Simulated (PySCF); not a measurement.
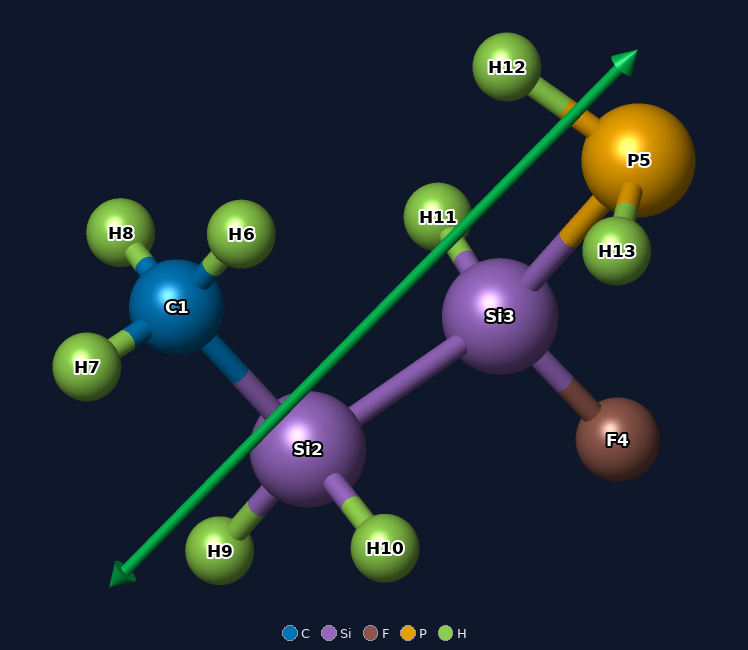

The double arrow shows the direction of the transition dipole to excited singlet state 3 (its length means nothing). Computed geometry: PBE0-D3(BJ)/def2-SVP optimisation. No frequency run is at hand to confirm it as a minimum. Method: TDDFT PBE0/def2-SVP, vertical, gas phase, core orbitals frozen in the response (PySCF 2.14.0).

Give its energy, strength and character.

Answer. 6.79 eV (183 nm), oscillator strength 0.20, mainly HOMO → LUMO+1 (weight 0.70); transition dipole 2.82 D.
